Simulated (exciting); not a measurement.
**RbLuO2: the Rb L₃ edge from the Bethe–Salpeter equation**

Aim: the Rb L₃ absorption edge of RbLuO2 with the electron–hole interaction treated explicitly, and what each term of the kernel does.

Method: X-ray absorption, core-level Bethe-Salpeter equation, exchange and statically screened direct term, Tamm-Dancoff, all-electron LAPW+lo LDA, in exciting sodium.

### 1. Starting point

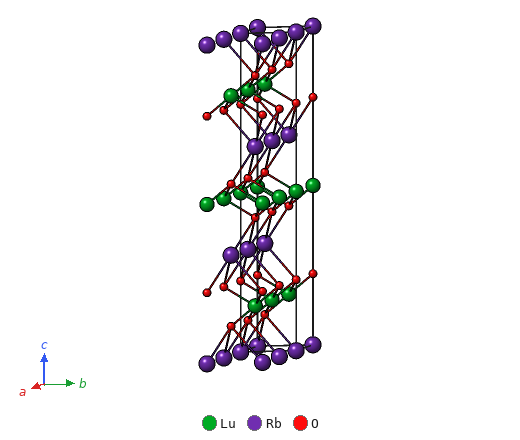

The starting structure, seen slightly off an axis (lutetium green, rubidium purple, oxygen red). 3×1×1 cells are drawn. This picture shows the conventional cell, with its axes. Bonds to atoms that aren't drawn are left out. Some periodic images of atoms are drawn too.

As a file:

```cif
data_structure
_symmetry_space_group_name_H-M 'R-3m:H'
_symmetry_Int_Tables_number 166
_cell_length_a 3.4000
_cell_length_b 3.4000
_cell_length_c 19.1500
_cell_angle_alpha 90.000
_cell_angle_beta 90.000
_cell_angle_gamma 120.000
_cell_volume 191.72
loop_
_atom_site_label
_atom_site_type_symbol
_atom_site_symmetry_multiplicity
_atom_site_Wyckoff_symbol
_atom_site_fract_x
_atom_site_fract_y
_atom_site_fract_z
_atom_site_occupancy
Lu1 Lu 3 b 0.33333 0.66667 0.16667 1
Rb1 Rb 3 a 0.00000 0.00000 0.00000 1
O1 O 6 c 0.66667 0.33333 0.11033 1
```

Differences between curves are given as r.m.s. difference over r.m.s. height.

### 2. The self-consistent potential

The species files are the program's own, with muffin-tin radii set in the input.

File input.xml:

```
<input>
  <title>RbLuO2</title>
  <structure speciespath="." autormt="false" epslat="1.0e-5">
    <crystal>
      <basevect>3.2125344113 1.8547576071 12.0627517599</basevect>
      <basevect>-3.2125344113 1.8547576071 12.0627517599</basevect>
      <basevect>0.0000000000 -3.7095152142 12.0627517599</basevect>
    </crystal>
    <species speciesfile="Lu.xml" rmt="2.240">
      <atom coord="0.5000000000 0.5000000000 0.5000000000"/>
    </species>
    <species speciesfile="Rb.xml" rmt="2.464">
      <atom coord="0.0000000000 0.0000000000 0.0000000000"/>
    </species>
    <species speciesfile="O.xml" rmt="1.866">
      <atom coord="0.7770000000 0.7770000000 0.7770000000"/>
      <atom coord="0.2230000000 0.2230000000 0.2230000000"/>
    </species>
  </structure>
  <groundstate do="fromscratch" xctype="LDA_PW" ngridk="4 4 4" rgkmax="7" gmaxvr="14" nempty="8" swidth="0.001" maxscl="100" epsengy="1e-5"/>
</input>
```

The run is started by

```console
$ OMP_NUM_THREADS=1 mpirun -n 2 exciting
```

Numbers of over 12 decimals in the logs are rounded to 6 here.

The program printed:

```text
EXCITING SODIUM started
********************************************************************************
* Ground-state run starting from atomic densities                              *
********************************************************************************
+ Starting initialization                                                      +
[... lattice and species ...]
 Spin treatment                             :    spin-unpolarised
 Number of Bravais lattice symmetries       :      12
[...]
+ Self-consistent loop stopped                                                 +
 STATE.OUT is written
********************************************************************************
* Groundstate module stopped                                                   *
********************************************************************************
 Total time spent (seconds)                 :        62.03
- CAUTION! Warnings have been written in file WARNING.OUT !                    -
| EXCITING SODIUM stopped                                                      =
[key lines of the parts left out:]
Total energy                               :    -17700.14229825
Fermi energy                               :         0.24742621
```

Wall time 63 s (2 MPI ranks of Arm Neoverse V1, shared host).

The warnings file holds hints only, no warning.

The mesh shows a gap of 3.08 eV. Core levels (Dirac, from the valence top):

```csv
atom,level,energy (eV)
Rb,2s1/2,-1998.2
Rb,2p1/2,-1813.3
Rb,2p3/2,-1752.7
Rb,3s1/2,-290.6
Rb,3p1/2,-224.4
Rb,3p3/2,-215.2
Rb,3d3/2,-98.8
Rb,3d5/2,-97.3
```

### 3. A richer basis for the empty states

Each species file gets more local orbitals, built from u and its energy derivative at 0.15 Ha and u at 0.9 Ha.

input.xml is that of step 2.

File SPECIES.xml, added lines:

```
<lo l="L">  <!-- L = 0, 1, 2, and 3 from Cs on -->
  <wf matchingOrder="0" trialEnergy="0.1500" searchE="false"/>
  <wf matchingOrder="1" trialEnergy="0.1500" searchE="false"/>
  <wf matchingOrder="0" trialEnergy="0.9000" searchE="false"/>
</lo>
```

The run is started by

```console
$ OMP_NUM_THREADS=1 mpirun -n 2 exciting
```

The program printed:

```text
EXCITING SODIUM started
********************************************************************************
* Ground-state run starting from atomic densities                              *
********************************************************************************
+ Starting initialization                                                      +
[... lattice and species ...]
 Spin treatment                             :    spin-unpolarised
 Number of Bravais lattice symmetries       :      12
[...]
+ Self-consistent loop stopped                                                 +
 STATE.OUT is written
********************************************************************************
* Groundstate module stopped                                                   *
********************************************************************************
 Total time spent (seconds)                 :        67.79
- CAUTION! Warnings have been written in file WARNING.OUT !                    -
| EXCITING SODIUM stopped                                                      =
[key lines of the parts left out:]
Total energy                               :    -17700.14381539
Fermi energy                               :         0.24768492
```

Elapsed: 69 s, on 2 MPI ranks.

Against the first ground state the total energy moves by -10 meV an atom and the gap by -0.01 eV.

### 4. Screening, kernels and BSE for Rb atom 2

The absorber has 6 O at 2.88 Å (6-fold, site symmetry -3m).

Changes to input.xml since step 3:

```diff
@@ -19,3 +19,19 @@
   </structure>
-  <groundstate do="fromscratch" xctype="LDA_PW" ngridk="4 4 4" rgkmax="7" gmaxvr="14" nempty="8" swidth="0.001" maxscl="100" epsengy="1e-5"/>
+  <groundstate do="skip" xctype="LDA_PW" ngridk="4 4 4" rgkmax="7" gmaxvr="14" nempty="8" swidth="0.001" maxscl="100" epsengy="1e-5"/>
+  <xs xstype="BSE" ngridk="3 3 3" ngridq="3 3 3" vkloff="0.097 0.273 0.493" rgkmax="7" nempty="38" gqmax="3" lmaxapwwf="5" lmaxemat="3" broad="0.02352" tevout="true">
+    <energywindow intv="64.081 65.698" points="439"/>
+    <screening screentype="full" nempty="58"/>
+    <BSE xas="true" xasspecies="2" xasatom="1" xasedge="L3" bsetype="singlet" nstlxas="1 34"/>
+    <qpointset>
+      <qpoint>0 0 0</qpoint>
+    </qpointset>
+    <plan>
+      <doonly task="xsgeneigvec"/>
+      <doonly task="writepmatxs"/>
+      <doonly task="scrgeneigvec"/>
+      <doonly task="scrwritepmat"/>
+      <doonly task="screen"/>
+      <doonly task="scrcoulint"/>
+    </plan>
+  </xs>
 </input>
```

File input.xml for the exchange start (cutoff and plan only):

```
  gqmax="2"
  <plan>
    <doonly task="exccoulint"/>
  </plan>
```

File input.xml for the last start (plan only):

```
  <plan>
    <doonly task="bse"/>
  </plan>
```

The run is started by

```console
$ OMP_NUM_THREADS=1 mpirun -n 2 exciting
$ OMP_NUM_THREADS=1 mpirun -n 2 exciting
$ OMP_NUM_THREADS=2 exciting
```

The program printed:

```text
| EXCITING SODIUM started for task xsgeneigvec ( 301)                          =
One-shot GS runs for BSE calculations
One-shot GS runs for k+qmt/2 grids
Info(xsgeneigvec): Generating eigenvectors for Q-point      1
Info(xsgeneigvec): Generation of eigenvectors finished
| EXCITING SODIUM started for task writepmatxs ( 320)                          =
Info(writepmatxs): Momentum matrix elements finished
| EXCITING SODIUM started for task scrgeneigvec ( 401)                         =
One-shot GS runs for BSE calculations
One-shot GS runs for k+qmt/2 grids
[...]
Info(setup_bse_block): Setting up RR part of hamiltonian
Info(setup_bse_block): Singlet spin state
Info(bse): Diagonalizing RR Hamiltonian (TDA)
Info(bse): Invoking Lapack routine ZHEEVR
      3672 eigen solutions found in the interval:
         i1=       1 i2=    3672
Info(bse): Writing excition energies and oscillator strengths to text file.
Info(makespectrum_dist): Making spectrum using formula for coupling with time reversed AR basis.
Info(makespectrum_dist): Using formalism for vanishing momentum transfer.
Info(writederived): Writing quantities derived from the macroscopic dielectric function.
Info(bselauncher): Spectrum finished for iqmt=  1
Info(bselauncher): All done for BSE type singlet
```

It took 25 min on 2 MPI ranks.

Wall time by task: xsgeneigvec 13 s, writepmatxs 11 s, scrgeneigvec 7.7 s, scrwritepmat 4.6 s, screen 5.6 min, scrcoulint 11 min, exccoulint 6.2 min, bse 49 s.

The Rb L₃ spectrum of Rb atom 2 (energy from the Kohn–Sham onset, core level to the lowest empty state found on the meshes used, 1755.74 eV; the ground-state mesh sets it, and the shifted mesh has its lowest transition 0.23 eV above it; Im ε scaled to the maximum of the singlet run; cut below the end of the band set):

```csv
E (eV),isotropic,ε ⊥ c,ε ∥ c
-6.0,0.03,0.03,0.02
-5.0,0.04,0.04,0.03
-4.0,0.06,0.06,0.05
-3.0,0.11,0.11,0.10
-2.0,0.32,0.33,0.31
-1.0,0.56,0.61,0.45
0.0,0.51,0.51,0.51
1.0,0.99,0.95,1.07
2.0,0.62,0.59,0.69
3.0,0.47,0.46,0.51
4.0,0.45,0.44,0.46
5.0,0.38,0.37,0.40
6.0,0.27,0.27,0.25
7.0,0.26,0.28,0.21
8.0,0.27,0.30,0.20
9.0,0.27,0.27,0.29
10.0,0.24,0.22,0.27
11.0,0.23,0.23,0.22
12.0,0.25,0.25,0.24
13.0,0.21,0.21,0.22
14.0,0.19,0.20,0.18
15.0,0.18,0.18,0.19
16.0,0.24,0.23,0.25
17.0,0.30,0.31,0.27
18.0,0.28,0.28,0.30
19.0,0.26,0.24,0.30
20.0,0.23,0.22,0.25
21.0,0.26,0.25,0.29
22.0,0.24,0.23,0.27
23.0,0.20,0.19,0.22
24.0,0.17,0.16,0.18
```

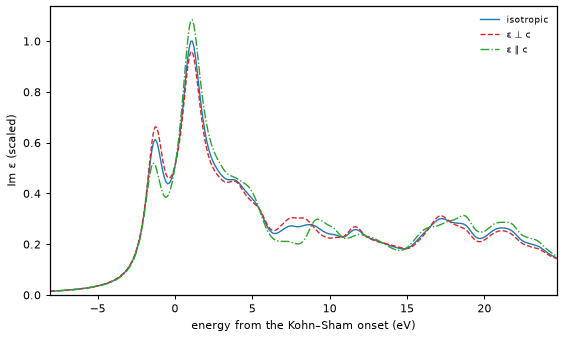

The Rb L₃ edge of Rb atom 2.

Maxima (height): -1.3 eV (0.61), 1.1 eV (1.00), 8.7 eV (0.28), 11.6 eV (0.26), 17.3 eV (0.30) and 21.2 eV (0.26).

The Hamiltonian has 3672 rows. The lowest groups of eigenvalues and the brightest ones, on the scale above (the program counts from the shifted mesh's onset, 0.23 eV higher). Core spinors bring spin-forbidden partners, so dark means forbidden by spin or by symmetry, and the shifted mesh splits states that symmetry would keep together:

```csv
energy (eV),states within 10 meV,relative strength
-1.497,4,0.60
-1.380,4,0.86
-1.172,4,1.00
-0.286,4,0.079
-0.068,4,0.068
-0.031,4,0.096
0.875,8,0.41
0.946,4,0.34
1.000,4,0.38
1.092,4,0.58
```

### 5. Independent particles

Changes to input.xml since step 4:

```diff
@@ -23,3 +23,3 @@
     <screening screentype="full" nempty="58"/>
-    <BSE xas="true" xasspecies="2" xasatom="1" xasedge="L3" bsetype="singlet" nstlxas="1 34"/>
+    <BSE xas="true" xasspecies="2" xasatom="1" xasedge="L3" bsetype="IP" nstlxas="1 34"/>
     <qpointset>
@@ -28,8 +28,3 @@
     <plan>
-      <doonly task="xsgeneigvec"/>
-      <doonly task="writepmatxs"/>
-      <doonly task="scrgeneigvec"/>
-      <doonly task="scrwritepmat"/>
-      <doonly task="screen"/>
-      <doonly task="scrcoulint"/>
+      <doonly task="bse"/>
     </plan>
```

The run is started by

```console
$ OMP_NUM_THREADS=2 exciting
```

The program printed:

```text
| EXCITING SODIUM started for task bse ( 445)                                  =
Info(bselauncher): Init time:    2.508878
Info(bselauncher): Setting up and diagonalizing BSE Hamiltonian.
Info(bselauncher): Using momentum transfer vectors from list :   1 to  1
Info(bselauncher): Distributing qmt-points over   1 processes.
Info(bselauncher): BSE type: IP
Info(bselauncher): Momentum transfer list index: iqmt=  1
Info(bselauncher): Momentum transfer: vqmtl=   0.000   0.000   0.000
Info(bse): Inspecting occupations...
Info(setranges_modxs): Number of non-reduced k-points:       27
[...]
highest unoccupied state:  57
  Opening gap with a scissor of:      0.000/H      0.000/eV
Info(select_transitions): Number of participating transitions:    3672
Info(bse): Selecting transitions...
Info(bse):bsegap (eV):  1755.967029
Info(bse): IP requested, nothing much to do
Info(bse): Writing excition energies and oscillator strengths to text file.
Info(makespectrum_dist): Making spectrum using formula for coupling with time reversed AR basis.
Info(makespectrum_dist): Using formalism for vanishing momentum transfer.
Info(writederived): Writing quantities derived from the macroscopic dielectric function.
Info(bselauncher): Spectrum finished for iqmt=  1
Info(bselauncher): All done for BSE type IP
```

Run time: 4.5 s. Hardware: 2 threads.

Maxima (height): 5.4 eV (0.42), 7.1 eV (0.57), 18.8 eV (0.37), 19.9 eV (0.37) and 22.6 eV (0.39); 3 lower ones aren't listed. Against the singlet run the r.m.s. difference is 73 %. Moving the earlier curve by +6.0 eV leaves 34 %. The highest maximum lies at 7.1 eV (0.57), against 1.1 eV (1.00).

### 6. Exchange alone

Changes to input.xml since step 5:

```diff
@@ -23,3 +23,3 @@
     <screening screentype="full" nempty="58"/>
-    <BSE xas="true" xasspecies="2" xasatom="1" xasedge="L3" bsetype="IP" nstlxas="1 34"/>
+    <BSE xas="true" xasspecies="2" xasatom="1" xasedge="L3" bsetype="RPA" nstlxas="1 34"/>
     <qpointset>
```

The run is started by

```console
$ OMP_NUM_THREADS=2 exciting
```

The program printed:

```text
| EXCITING SODIUM started for task bse ( 445)                                  =
Info(bselauncher): Init time:    2.499739
Info(bselauncher): Setting up and diagonalizing BSE Hamiltonian.
Info(bselauncher): Using momentum transfer vectors from list :   1 to  1
Info(bselauncher): Distributing qmt-points over   1 processes.
Info(bselauncher): BSE type: RPA
Info(bselauncher): Momentum transfer list index: iqmt=  1
Info(bselauncher): Momentum transfer: vqmtl=   0.000   0.000   0.000
Info(bse): Inspecting occupations...
Info(setranges_modxs): Number of non-reduced k-points:       27
[...]
Info(setup_bse_block): Setting up RR part of hamiltonian
Info(setup_bse_block): Using RPA approximation
Info(bse): Diagonalizing RR Hamiltonian (TDA)
Info(bse): Invoking Lapack routine ZHEEVR
      3672 eigen solutions found in the interval:
         i1=       1 i2=    3672
Info(bse): Writing excition energies and oscillator strengths to text file.
Info(makespectrum_dist): Making spectrum using formula for coupling with time reversed AR basis.
Info(makespectrum_dist): Using formalism for vanishing momentum transfer.
Info(writederived): Writing quantities derived from the macroscopic dielectric function.
Info(bselauncher): Spectrum finished for iqmt=  1
Info(bselauncher): All done for BSE type RPA
```

Elapsed: 50 s, on 2 threads.

Maxima (height): 5.4 eV (0.42), 7.1 eV (0.57), 18.8 eV (0.37), 19.9 eV (0.37) and 22.6 eV (0.39); 3 lower ones aren't listed. The spectrum is that of the independent-particle run within 1 %.

### 7. Direct term alone

Changes to input.xml since step 6:

```diff
@@ -23,3 +23,3 @@
     <screening screentype="full" nempty="58"/>
-    <BSE xas="true" xasspecies="2" xasatom="1" xasedge="L3" bsetype="RPA" nstlxas="1 34"/>
+    <BSE xas="true" xasspecies="2" xasatom="1" xasedge="L3" bsetype="triplet" nstlxas="1 34"/>
     <qpointset>
```

The run is started by

```console
$ OMP_NUM_THREADS=2 exciting
```

The program printed:

```text
| EXCITING SODIUM started for task bse ( 445)                                  =
Info(bselauncher): Init time:    2.479704
Info(bselauncher): Setting up and diagonalizing BSE Hamiltonian.
Info(bselauncher): Using momentum transfer vectors from list :   1 to  1
Info(bselauncher): Distributing qmt-points over   1 processes.
Info(bselauncher): BSE type: triplet
Info(bselauncher): Momentum transfer list index: iqmt=  1
Info(bselauncher): Momentum transfer: vqmtl=   0.000   0.000   0.000
Info(bse): Inspecting occupations...
[...]
Info(setup_bse_block): Setting up RR part of hamiltonian
Info(setup_bse_block): Triplet spin state
Info(bse): Diagonalizing RR Hamiltonian (TDA)
Info(bse): Invoking Lapack routine ZHEEVR
      3672 eigen solutions found in the interval:
         i1=       1 i2=    3672
Info(bse): Writing excition energies and oscillator strengths to text file.
Info(makespectrum_dist): Making spectrum using formula for coupling with time reversed AR basis.
Info(makespectrum_dist): Using formalism for vanishing momentum transfer.
Info(writederived): Writing quantities derived from the macroscopic dielectric function.
Info(bselauncher): Spectrum finished for iqmt=  1
Info(bselauncher): All done for BSE type triplet
```

Elapsed: 50 s, on 2 threads.

Maxima (height): -1.3 eV (0.61), 1.1 eV (1.00), 8.7 eV (0.28), 17.3 eV (0.30) and 21.2 eV (0.26); 1 lower ones aren't listed. The spectrum is that of the singlet run within 1 %.

### 8. From independent particles to the full kernel

```csv
level,curve passes 0.15 (eV),highest maximum (eV),its height
IP,1.8,7.1,0.57
RPA,1.8,7.1,0.57
direct only,-2.6,1.1,1.00
singlet,-2.6,1.1,1.00
```

```csv
E (eV),IP,RPA,direct only,singlet
-6.0,0.01,0.01,0.03,0.03
-5.0,0.01,0.01,0.04,0.04
-4.0,0.01,0.01,0.06,0.06
-3.0,0.01,0.01,0.11,0.11
-2.0,0.02,0.02,0.32,0.32
-1.0,0.03,0.03,0.56,0.56
0.0,0.06,0.06,0.51,0.51
1.0,0.13,0.13,1.00,0.99
2.0,0.15,0.15,0.62,0.62
3.0,0.21,0.21,0.47,0.47
4.0,0.31,0.31,0.45,0.45
5.0,0.40,0.40,0.38,0.38
6.0,0.42,0.42,0.27,0.27
7.0,0.57,0.57,0.26,0.26
8.0,0.46,0.46,0.27,0.27
9.0,0.41,0.41,0.27,0.27
10.0,0.35,0.35,0.24,0.24
11.0,0.35,0.35,0.23,0.23
12.0,0.27,0.27,0.25,0.25
13.0,0.33,0.33,0.21,0.21
14.0,0.32,0.32,0.19,0.19
15.0,0.31,0.31,0.18,0.18
16.0,0.23,0.23,0.24,0.24
17.0,0.22,0.22,0.30,0.30
18.0,0.30,0.30,0.28,0.28
19.0,0.36,0.36,0.26,0.26
20.0,0.37,0.37,0.23,0.23
21.0,0.32,0.32,0.26,0.26
22.0,0.37,0.37,0.24,0.24
23.0,0.38,0.38,0.20,0.20
24.0,0.38,0.39,0.17,0.17
```

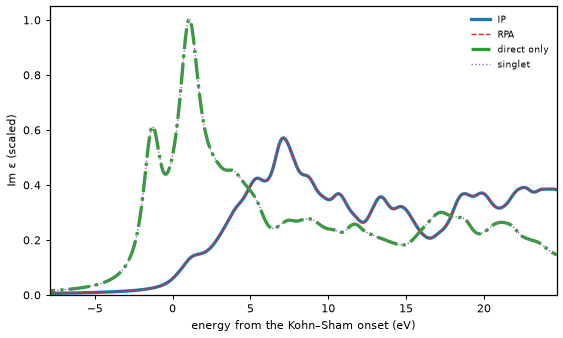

The spectrum at each level.

### 9. What came out

```json
{
 "absorber and edge": "Rb L₃, atom 2",
 "surroundings": "6 O at 2.88 Å (6-fold, site symmetry -3m)",
 "first bright state": "-1.50 eV from the Kohn–Sham onset, on this mesh",
 "highest maximum": "1.1 eV",
 "cost of the BSE run": "25 min on 2 MPI ranks of Arm Neoverse V1, shared host; the last task ran on as many threads"
}
```

What this shows: Is a core exciton bound? Yes on this mesh: the first bright state (over 5 % of the brightest) lies at -1.50 eV from the Kohn–Sham onset and at -1.72 eV from the lowest bare transition of its own mesh. Exchange alone changes the independent-particle spectrum by 0.1 % r.m.s. Leaving exchange out of the full kernel changes the spectrum by 0.1 % r.m.s. With 27 k points the binding energies are rough, and fine structure above the first lines is partly noise of the mesh. The kernel cutoff is low for a compact core orbital, so the effect of exchange is a lower bound. The zero comes from the unshifted 4×4×4 ground-state mesh; it is exact only where the band minimum lies on that mesh. The conduction states carry no spin here, so the exchange coupling to the spinor core hole is only partly held. This core level is treated alone, with no coupling to its spin–orbit partner. The Kohn–Sham onset, 1756 eV, is no photon energy (tabulated edge of the element: 1804 eV): the scale needs a rigid shift. Bands and screening come from semilocal DFT, whose small gap overscreens. Vibrations and energy-dependent lifetimes are left out. The structure is a published determination, not relaxed.

[Banner, clock and machine lines of the logs are left out without a mark of their own.]

[Logs are printed without paths, hosts, clocks, repeated set-up lines and the standing remarks that a program may print on its own settings, such as how far it seeks lower states.]

[Hosts, paths, dates, database ids (printed as entryN), source tags and the programs' standing remarks are cut or masked in the printed files.]
